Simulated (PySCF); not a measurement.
C6H15FGa (charge −1)

Input

```
{"job": {"kind": "sp", "xc": "wB97X", "basis": "ma-def2-SVP", "d3": "d3bj", "grid": 2}, "charge": -1, "multiplicity": 1}
C     -1.068318     2.344082     0.592946
C     -0.530766     1.890947    -0.762020
Ga     0.351743     0.064223    -0.709904
C     -0.938641    -1.385330    -0.111711
C     -2.261057    -1.383252    -0.872441
C      2.112128     0.037716     0.297697
C      2.824692    -1.310966     0.259255
H     -1.547869     3.344209     0.580480
H     -0.267811     2.388455     1.353272
H     -1.822829     1.637725     0.983363
H     -1.350713     1.860650    -1.503635
H      0.196620     2.628275    -1.149915
H     -0.435725    -2.363119    -0.232369
H     -1.123894    -1.276931     0.975221
H     -2.964055    -2.183956    -0.563222
H     -2.796685    -0.425223    -0.747670
H     -2.091841    -1.502543    -1.956278
H      1.931974     0.342693     1.347314
H      2.762774     0.821533    -0.134274
H      2.206890    -2.105571     0.713801
H      3.799949    -1.323392     0.787860
H      3.014894    -1.625319    -0.781022
F      0.788329    -0.365600    -2.483993
```

Run with:

```sh
OMP_NUM_THREADS=1 python redox_run.py task.json out
```

Geometry: PBE0-D3(BJ)/ma-def2-SVP.

Method: DFT single point, gas phase, functional wB97X in PySCF.

Q: Predict the electron density and electron localisation function between the atoms.

A: C–C (1.53 Å): ρ at the midpoint is about 1.6 e/Å³; the ELF peaks at about 0.95 between the atoms (a shared electron pair).
C–Ga (2.03 Å): ρ is about 0.72 e/Å³ halfway; the ELF peaks at about 0.95 in the valence shell of C, 0.7 Å from its nucleus, and is about 0.60 at the midpoint.
C–H (1.11 Å): the density is about 1.8 e/Å³ at the midpoint; the ELF climbs to about 1 towards the hydrogen, as it does in any bond to H (an ordinary covalent bond to hydrogen).

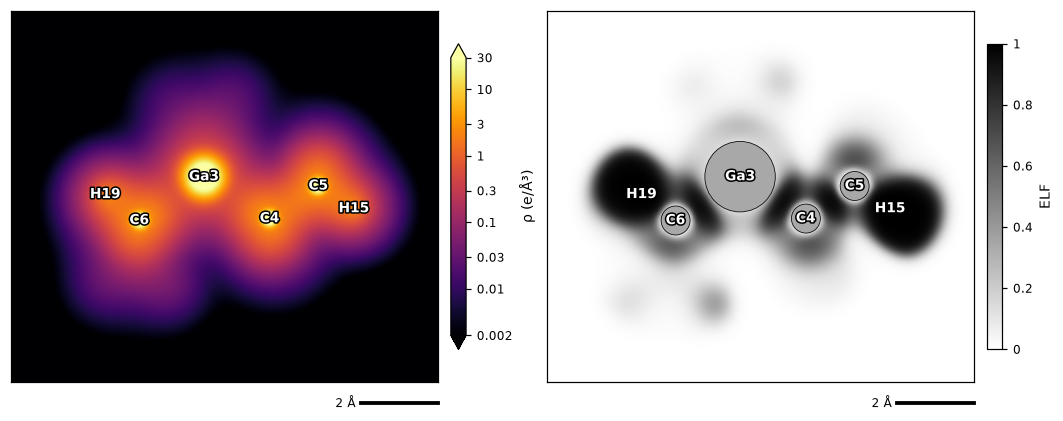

Computed electron density and electron localisation function on the plane of atoms C4, C5 and H15, in this order. Grey discs cover the atomic cores in the ELF map. 
